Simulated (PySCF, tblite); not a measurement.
# C₅H₁₂S₂Si: geometry, infrared bands and NMR shifts

Wanted: the infrared bands and NMR shifts of C₅H₁₂S₂Si (`CS[Si@H]1CCCSC1`), by calculation.

The runs use tblite 0.8.0 and PySCF 2.14.0, with density-fitted response routines of our own; the level of theory stands in each step. All values are computed, except where a source is named. Atoms are numbered from 0 throughout.

## 1. Starting geometry

20 atoms, charge 0, multiplicity 1; geometry from: force field or distance geometry start.

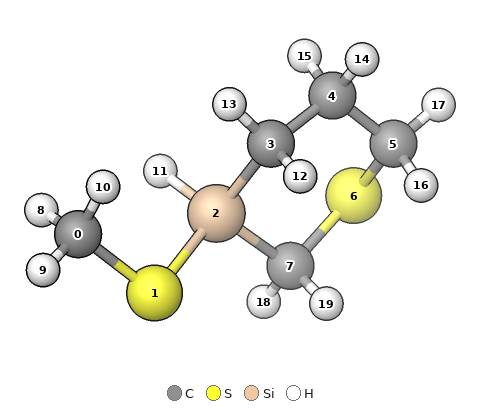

As it starts; carbon grey, sulfur yellow, silicon light orange, hydrogen white, atoms numbered.

## 2. Optimising the geometry with GFN2-xTB

What the job is given:

```
{"job": {"kind": "relax", "xc": "GFN2-xTB", "basis": "xTB"}, "charge": 0, "multiplicity": 1}
C      3.474300    -0.133200     0.633300
S      2.239700     1.152500     0.993200
Si     0.575100     0.603000    -0.224300
C     -0.218900    -0.944100     0.461500
C     -1.604300    -1.273900    -0.100700
C     -2.636500    -0.149500     0.064500
S     -2.260300     1.323700    -0.966000
C     -0.729700     1.927500    -0.150100
H      3.730100    -0.126900    -0.427100
H      4.369500     0.062100     1.216300
H      3.084200    -1.120700     0.907300
H      1.051700     0.358800    -1.606800
H     -0.314300    -0.840700     1.567400
H      0.454200    -1.802700     0.290000
H     -1.985600    -2.158700     0.403100
H     -1.521300    -1.537200    -1.157900
H     -2.714700     0.157000     1.119600
H     -3.616200    -0.521500    -0.244800
H     -0.409100     2.830500    -0.669300
H     -0.973000     2.204700     0.881500
```

Started as:

```
$ OMP_NUM_THREADS=1 python probes_run.py task.json out
```

The driver reads the jobs from task.json and runs them one after another.

Log:

```text
step      E/eV     max force
  0    -681.80223    1.127
  1    -681.84884    0.343
  2    -681.86451    0.286
  3    -681.87694    0.271
  4    -681.88897    0.279
  5    -681.89604    0.240
  6    -681.90118    0.166
  7    -681.90479    0.154
  8    -681.90766    0.162
  9    -681.90994    0.129
 10    -681.91158    0.104
 11    -681.91299    0.108
 12    -681.91458    0.136
 13    -681.91648    0.156
 14    -681.91869    0.155
 15    -681.92072    0.123
 16    -681.92219    0.083
 17    -681.92328    0.067
 18    -681.92418    0.075
 19    -681.92493    0.073
 20    -681.92546    0.054
 21    -681.92581    0.045
 22    -681.92611    0.056
 23    -681.92644    0.063
 24    -681.92673    0.053
 25    -681.92693    0.032
 26    -681.92706    0.035
 27    -681.92721    0.040
 28    -681.92740    0.050
 29    -681.92758    0.037
 30    -681.92769    0.021
 31    -681.92774    0.017
 32    -681.92780    0.026
 33    -681.92787    0.029
 34    -681.92793    0.021
 35    -681.92798    0.015
 36    -681.92802    0.015
 37    -681.92807    0.023
 38    -681.92813    0.028
 39    -681.92820    0.024
 40    -681.92826    0.016
 41    -681.92831    0.017
 42    -681.92837    0.028
 43    -681.92844    0.030
 44    -681.92851    0.021
 45    -681.92856    0.017
 46    -681.92861    0.018
 47    -681.92867    0.021
 48    -681.92872    0.021
 49    -681.92876    0.015
 50    -681.92879    0.017
 51    -681.92883    0.022
 52    -681.92887    0.020
 53    -681.92890    0.012
 54    -681.92892    0.009
```

Wall time 0.91 s (1 thread of Arm Neoverse N1, shared host); peak memory 0.18 GiB.

Step by step: (not every step is listed)

```csv
step,energy from step 0 (eV),largest force (eV/Å)
0,0.0000,1.1274
1,-0.0466,0.3431
2,-0.0623,0.2864
3,-0.0747,0.2714
4,-0.0867,0.2790
5,-0.0938,0.2396
6,-0.0989,0.1661
7,-0.1026,0.1544
8,-0.1054,0.1616
12,-0.1123,0.1357
16,-0.1200,0.0835
20,-0.1232,0.0540
24,-0.1245,0.0532
28,-0.1252,0.0495
32,-0.1256,0.0257
36,-0.1258,0.0149
40,-0.1260,0.0159
44,-0.1263,0.0211
48,-0.1265,0.0215
49,-0.1265,0.0148
50,-0.1266,0.0171
51,-0.1266,0.0223
52,-0.1266,0.0199
53,-0.1267,0.0124
54,-0.1267,0.0094
```

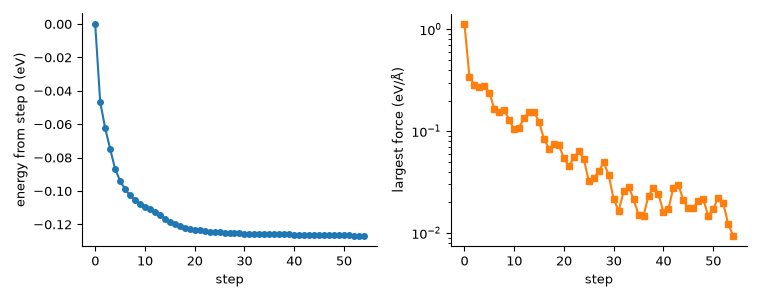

Energy and force, step by step.

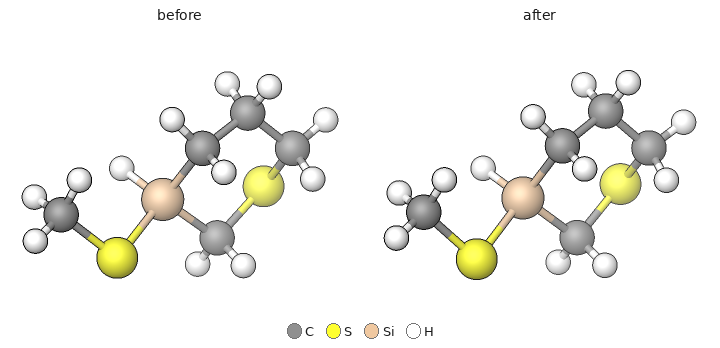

Before and after, at one scale.

Close pairs (by a distance rule), those that changed most:

| bond | before (Å) | after (Å) | change (Å) |
| --- | --- | --- | --- |
| Si2–C3 | 1.869 | 1.905 | +0.036 |
| Si2–C7 | 1.861 | 1.890 | +0.029 |
| C3–H12 | 1.115 | 1.094 | -0.020 |
| S6–C7 | 1.837 | 1.818 | -0.019 |
| C5–S6 | 1.837 | 1.820 | -0.017 |
| Si2–H11 | 1.483 | 1.466 | -0.017 |
| S1–Si2 | 2.134 | 2.150 | +0.016 |
| C4–C5 | 1.535 | 1.520 | -0.015 |

The next job starts from the end point, and lists it.

## 3. Infrared spectrum with GFN2-xTB

What the job is given:

```
{"job": {"kind": "ir", "xc": "GFN2-xTB", "basis": "xTB"}, "charge": 0, "multiplicity": 1}
C      3.395287    -0.137086     0.611861
S      2.251003     1.221206     0.994685
Si     0.577409     0.579763    -0.192507
C     -0.202570    -1.008791     0.512150
C     -1.564528    -1.295803    -0.117423
C     -2.546321    -0.150987     0.073114
S     -2.194616     1.289317    -0.981989
C     -0.726571     1.946143    -0.134346
H      3.589157    -0.154010    -0.455403
H      4.313918     0.060331     1.153456
H      2.966957    -1.078417     0.938148
H      1.026716     0.380504    -1.573513
H     -0.326879    -0.911267     1.595042
H      0.447034    -1.871147     0.349707
H     -1.992676    -2.196358     0.332742
H     -1.447173    -1.482044    -1.186632
H     -2.562222     0.193714     1.108003
H     -3.552084    -0.457708    -0.213580
H     -0.437091     2.832529    -0.691437
H     -1.019899     2.250789     0.868646
```

Log:

```text
mode    cm-1     km/mol
  1      40.9      1.75
  2      65.4      5.98
  3      99.6      5.18
  4     128.5      0.24
  5     147.7      2.50
  6     175.2      2.22
  7     195.9      7.97
  8     244.1      2.25
  9     276.4      0.43
 10     298.8      1.48
 11     432.1      0.36
 12     523.4     57.92
 13     603.6     47.33
 14     653.2    130.05
 15     671.7    159.07
 16     696.6     14.39
 17     713.0     19.10
 18     730.7      3.99
 19     734.1     79.00
 20     757.8     32.78
 21     810.0    107.87
 22     862.3     17.82
 23     946.2      2.20
 24     948.3      2.54
 25     957.8      3.59
 26     980.0      9.47
 27    1030.9      5.61
 28    1083.5      7.29
 29    1119.4      4.00
 30    1150.2      3.22
 31    1167.3     21.58
 32    1213.2      3.65
 33    1267.2      8.10
 34    1292.9     10.02
 35    1320.6      2.63
 36    1342.4      2.68
 37    1423.3      5.48
 38    1440.0      2.95
 39    1454.1      5.51
 40    1460.7      9.54
 41    1463.7      1.47
 42    1485.1      3.18
 43    2238.7    220.36
 44    2942.3     32.42
 45    2947.9     31.68
 46    2968.3     10.96
 47    2971.7     27.10
 48    2978.6     10.56
 49    2990.5     35.89
 50    3001.6     16.13
 51    3024.5      5.74
 52    3036.9      6.73
 53    3043.9     10.92
 54    3061.9      1.43
```

Wall time 1.8 s (1 thread of Arm Neoverse N1, shared host); peak memory 0.18 GiB.

The strongest bands and the atoms that carry them (share of the mass-weighted mode):

```csv
cm⁻¹,km/mol,atoms
523,57.9,"Si2 41 %, S1 33 %"
604,47.3,H11 70 %
653,130.1,H11 58 %
672,159.1,"H11 30 %, C5 18 %, Si2 16 %, S6 12 %"
734,79.0,"C7 25 %, H19 22 %, H18 17 %, H11 10 %"
810,107.9,"C7 32 %, Si2 29 %"
2239,220.4,H11 97 %
2990,35.9,H15 82 %
```

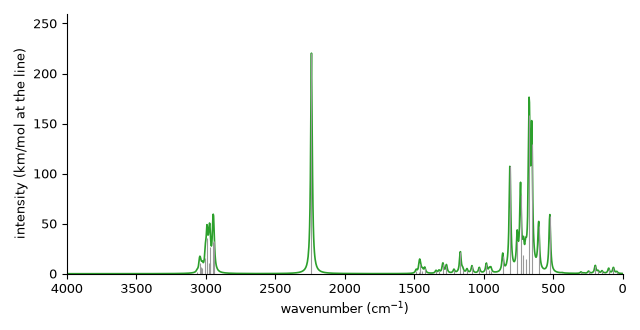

The infrared spectrum from these modes, unscaled. Lines are broadened to a width of 14 cm⁻¹ (Lorentzian).

## 4. Shielding tensors: PBE0/pcSseg-1

The job, as its differences from that of step 3:

```diff
@@ -1,2 +1,2 @@
-{"job": {"kind": "ir", "xc": "GFN2-xTB", "basis": "xTB"}, "charge": 0, "multiplicity": 1}
+{"job": {"kind": "nmr", "xc": "PBE0", "basis": "pcSseg-1"}, "charge": 0, "multiplicity": 1}
 C      3.395287    -0.137086     0.611861
```

With the program's defaults for keys left out, this is: GIAO PBE0/pcSseg-1 NMR shielding, non-relativistic, gas phase.

Log:

```text
coarse grid: 17744 points
cycle   1  E = -1282.8634726494  dE =  7.426e-01  |g| = 3.987e-01  |ddm| = 4.092e+00
cycle   2  E = -1282.8653049443  dE = -1.832e-03  |g| = 4.073e-01  |ddm| = 8.619e-01
cycle   3  E = -1282.9074276388  dE = -4.212e-02  |g| = 5.414e-02  |ddm| = 4.252e-01
cycle   4  E = -1282.9081096993  dE = -6.821e-04  |g| = 2.145e-02  |ddm| = 9.348e-02
cycle   5  E = -1282.9082204080  dE = -1.107e-04  |g| = 5.424e-03  |ddm| = 3.392e-02
cycle   6  E = -1282.9082275309  dE = -7.123e-06  |g| = 1.612e-03  |ddm| = 8.677e-03
final grid: 155928 points
cycle   7  E = -1282.9610349549  dE = -3.876e-05  |g| = 1.043e-02  |ddm| = 3.374e-02
cycle   8  E = -1282.9610157329  dE =  1.922e-05  |g| = 1.350e-02  |ddm| = 2.015e-02
cycle   9  E = -1282.9610616935  dE = -4.596e-05  |g| = 6.768e-04  |ddm| = 1.257e-02
cycle  10  E = -1282.9610618089  dE = -1.154e-07  |g| = 2.010e-04  |ddm| = 1.221e-03
cycle  11  E = -1282.9610618185  dE = -9.628e-09  |g| = 6.805e-05  |ddm| = 2.851e-04
cycle  12  E = -1282.9610618197  dE = -1.183e-09  |g| = 1.540e-05  |ddm| = 8.100e-05
cycle  13  E = -1282.9610618197  dE = -6.185e-11  |g| = 3.337e-06  |ddm| = 1.936e-05
converged SCF energy = -1282.9610618197

GIAO shielding tensors (ppm)
atom      isotropic    diamagn.    paramagn.     s11        s22        s33       span
  0 C      174.704     251.220     -76.515    163.883    168.903    191.327     27.444
  1 S      689.833    1059.076    -369.243    617.983    631.355    820.161    202.178
  2 Si     365.294     879.104    -513.810    323.463    367.885    404.534     81.071
  3 C      168.653     253.833     -85.180    153.948    168.144    183.868     29.920
  4 C      153.845     246.287     -92.443    136.100    155.106    170.328     34.228
  5 C      147.290     249.244    -101.953    139.916    145.949    156.005     16.089
  6 S      520.977    1055.010    -534.033    397.076    440.490    725.367    328.291
  7 C      169.242     254.786     -85.544    150.045    170.938    186.744     36.699
  8 H       29.804      29.718       0.086     24.341     27.630     37.440     13.099
  9 H       29.698      27.940       1.758     23.744     26.604     38.745     15.000
 10 H       29.786      31.016      -1.230     23.163     29.465     36.729     13.566
 11 H       26.882      29.553      -2.671     23.009     26.122     31.514      8.506
 12 H       31.033      32.429      -1.396     26.747     30.349     36.002      9.256
 13 H       30.289      32.263      -1.974     24.660     29.815     36.392     11.732
 14 H       29.404      29.392       0.012     23.342     27.810     37.061     13.718
 15 H       29.992      30.067      -0.075     26.930     28.064     34.981      8.051
 16 H       29.509      30.201      -0.692     25.330     28.297     34.900      9.570
 17 H       29.206      28.717       0.489     23.088     27.578     36.952     13.863
 18 H       29.976      30.132      -0.155     24.107     28.266     37.555     13.448
 19 H       29.618      30.938      -1.320     24.186     29.257     35.412     11.226
```

Run time: 1.7 min. Hardware: 1 thread of Arm Neoverse N1, shared host; peak memory 0.94 GiB.

The references, computed at this level on geometries of the same kind, shield at (ppm): ¹H TMS 31.72, ¹³C TMS 186.9, ²⁹Si TMS 349.2, ³³S CS2 504. Their shielding less the atom's gives the shift. The references are single molecules in the gas phase. Atoms listed in one row are averaged.

```csv
atoms,environment,σ (ppm),δ (ppm),δ scaled to CDCl3
C5,sp3 CH2 bonded to S,147.3,39.6,32.4
C4,sp3 CH2 in a ring,153.8,33.1,30.4
C3,sp3 CH2 bonded to Si,168.7,18.3,15.9
C7,sp3 CH2 bonded to S and Si,169.2,17.7,10.9
C0,methyl carbon bonded to S,174.7,12.2,5.6
H11,"hydrogen on a silicon bonded to 2 C, S, in a 6-membered ring",26.88,4.84,–
H17,hydrogen on an sp3 CH2 bonded to S,29.21,2.51,2.47
H14,hydrogen on an sp3 CH2 in a ring,29.40,2.31,2.29
H16,hydrogen on an sp3 CH2 bonded to S,29.51,2.21,2.19
H19,hydrogen on an sp3 CH2 bonded to S and Si,29.62,2.10,2.08
"H8, H9, H10",hydrogen on a methyl carbon bonded to S,29.76,1.95,1.95
H18,hydrogen on an sp3 CH2 bonded to S and Si,29.98,1.74,1.75
H15,hydrogen on an sp3 CH2 in a ring,29.99,1.72,1.73
H13,hydrogen on an sp3 CH2 bonded to Si,30.29,1.43,1.45
H12,hydrogen on an sp3 CH2 bonded to Si,31.03,0.68,0.75
S6,sulfide sulfur,521,-17,–
S1,"sulfur bonded to C, Si",690,-186,–
Si2,"silicon bonded to 2 C, S, H, in a 6-membered ring",365.3,-16.1,–
```

The scaled column applies a straight-line fit of computed shieldings to shifts measured in CDCl3, with any fitted terms for Cl, Br or S neighbours (root-mean-square error 0.16 ppm for H, 1.9 ppm for C).

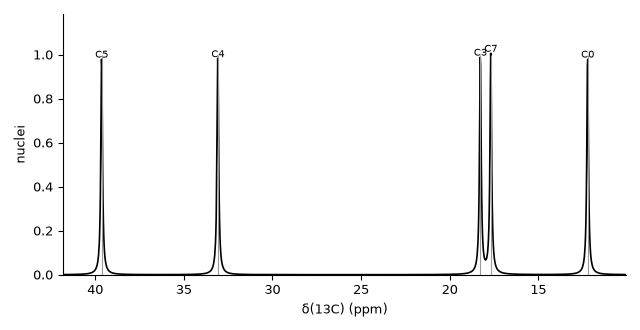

¹³C lines at the computed shifts, without couplings. Lines are broadened to a width of 0.11 ppm (Lorentzian).

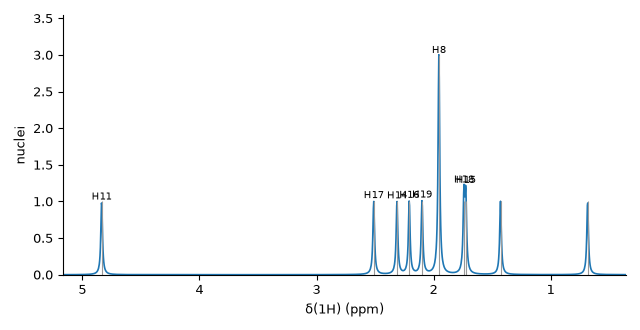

¹H lines at the computed shifts, without couplings. Lines are broadened to a width of 0.02 ppm (Lorentzian).

Charges from the same density, by scheme (e):

| atoms | Mulliken | IAO | Hirshfeld | ESP fit |
| --- | --- | --- | --- | --- |
| C0 | -0.40 | -0.50 | -0.12 | -0.33 |
| S1 | -0.32 | -0.20 | -0.11 | -0.32 |
| Si2 | 0.78 | 0.83 | 0.32 | 0.46 |
| C3 | -0.53 | -0.55 | -0.16 | -0.23 |
| C4 | -0.22 | -0.25 | -0.07 | 0.18 |
| C5 | -0.33 | -0.34 | -0.07 | -0.26 |
| S6 | -0.04 | 0.08 | 0.00 | -0.18 |
| C7 | -0.61 | -0.63 | -0.17 | -0.55 |

Mulliken charges:

C0 -0.40; S1 -0.32; Si2 0.78; C3 -0.53; C4 -0.22; C5 -0.33; S6 -0.04; C7 -0.61; H8 0.15; H9 0.16; H10 0.15; H11 -0.03; H12 0.15; H13 0.15; H14 0.13; H15 0.14; H16 0.15; H17 0.16; H18 0.18; H19 0.18

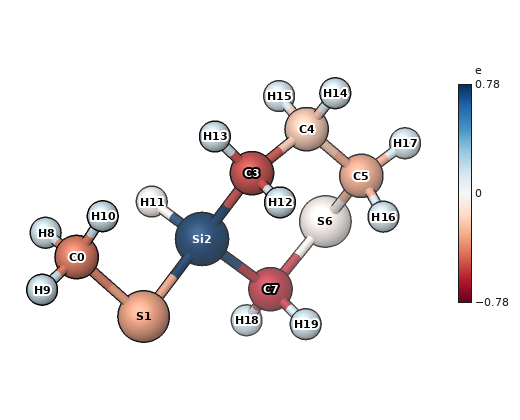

Mulliken charges, as colours on the atoms.

Mayer bond orders: C0–S1 1.00, S1–Si2 0.97, Si2–C3 0.90, C3–C4 1.04, C4–C5 1.01, C5–S6 1.00, S6–C7 0.97, C7–Si2 0.88.

Ring of atoms Si2, C3, C4, C5, S6, C7: NICS(0) -2.3, NICS(1) -2.2, NICS(1)zz 4.4 ppm (means of both faces).

Orbitals, density, ELF and potential are computed afterwards from the orbital file.

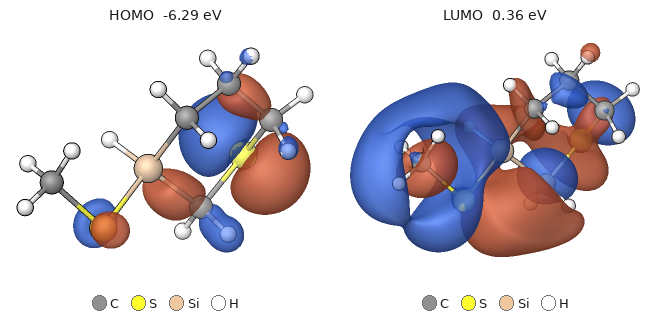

PBE0/pcSseg-1 orbitals near the gap, drawn at the value that encloses 70 % of each; the two colours are the two signs.

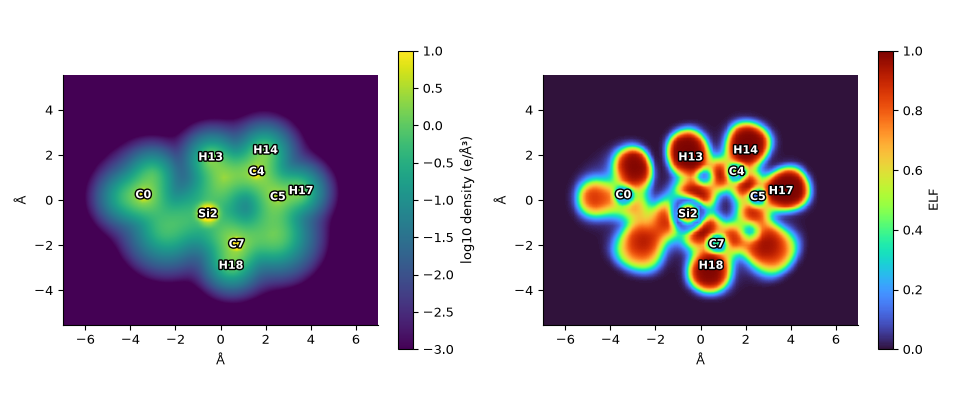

Density (left) and ELF (right) in a plane through or near 9 of the atoms.

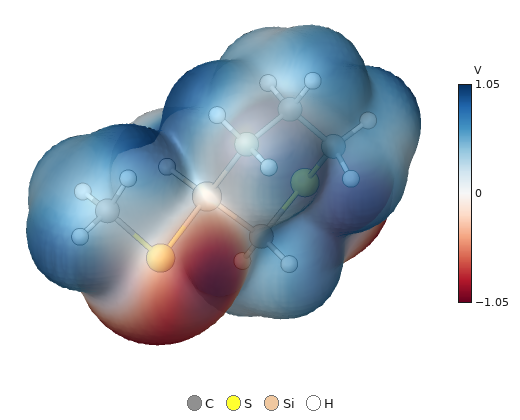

Electrostatic potential on the surface of density 0.002 e/bohr³; red is low, blue high. It runs from -1.05 V near S1 to 0.91 V near H10.

## 5. Summary of results

```
                                                              quantity                                                           value
                             strongest single infrared mode (GFN2-xTB)                                           2239 cm⁻¹, 220 km/mol
                                          zero-point energy (GFN2-xTB)                                                   99.5 kcal/mol
                                ¹³C shifts against TMS (PBE0/pcSseg-1)                                39.6, 33.1, 18.3, 17.7, 12.2 ppm
¹H shifts against TMS (PBE0/pcSseg-1, means over atoms taken as alike)  4.84, 2.51, 2.31, 2.21, 2.10, 1.95, 1.74, 1.72, 1.43, 0.68 ppm
                                ³³S shifts against CS2 (PBE0/pcSseg-1)                                                   -17, -186 ppm
                               ²⁹Si shifts against TMS (PBE0/pcSseg-1)                                                       -16.1 ppm
                                 surface potential, least and greatest                                              -1.05 V and 0.91 V
```

The optimisation took 54 steps and gained 0.127 eV; among the close pairs (by a distance rule), Si2–C3 changed most, from 1.869 to 1.905 Å. No mode is imaginary among the 54: a minimum at this level. The strongest single mode, at 2239 cm⁻¹, moves mainly H11. Unscaled tight-binding wavenumbers are off by several per cent, some by more. Its intensities can rank the bands wrongly. At PBE0/pcSseg-1: The widest tensor belongs to S6: span 328 ppm, with a paramagnetic part of -534 ppm.
